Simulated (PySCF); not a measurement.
System: C3H10BOP.

Input file:

```
{"job": {"kind": "uv", "xc": "PBE0", "basis": "def2-SVPD", "nstates": 8, "ntriplets": 3}, "charge": 0, "multiplicity": 1}
C     -1.724524     0.058286     1.192055
C     -0.554496    -0.141743     0.233834
C     -1.006917    -0.146066    -1.223278
O      0.371124     0.914787     0.447564
B      1.640458     0.934377     0.097925
P      2.572528    -0.461724    -0.848593
H     -2.237384     0.987941     0.959473
H     -2.424267    -0.767850     1.103705
H     -1.364803     0.110025     2.216551
H     -0.056356    -1.099366     0.455268
H     -0.144597    -0.272810    -1.877163
H     -1.493164     0.796748    -1.463430
H     -1.703877    -0.961578    -1.395283
H      2.211170     1.932428     0.338544
H      3.764457    -0.342555    -0.164155
H      2.143051    -1.531955    -0.084429
```

Run with:

```sh
OMP_NUM_THREADS=1 python probes_run.py task.json out
```

Geometry: GFN2-xTB.

These are results of PBE0/def2-SVPD, SCF density, gas phase (PySCF), not measurements.

### What can the converged electron density and electron localisation function tell about the bonding?

C–C (1.53 Å): ρ at the midpoint is about 1.7 e/Å³; the ELF peaks at about 0.95 between the atoms; localised, covalent bonding.
C–H (1.09 Å): ρ at the midpoint is about 1.9 e/Å³; the ELF climbs to about 1 towards the hydrogen, as it does in any bond to H; a covalent bond by its length.

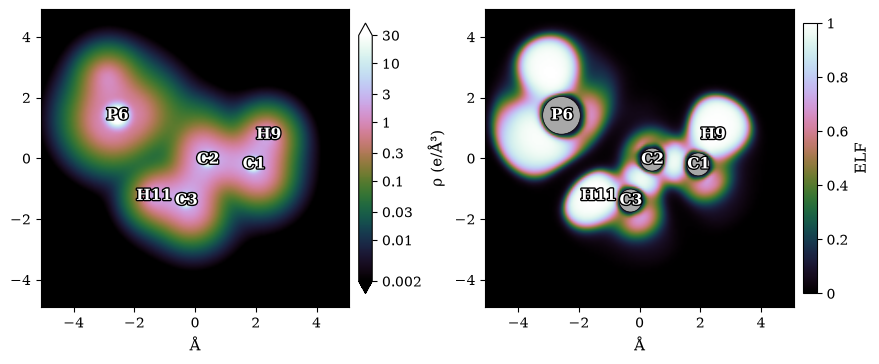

Computed electron density and electron localisation function on the plane of atoms C2, C3 and H11, in this order. Grey discs cover the atomic cores in the ELF map. 
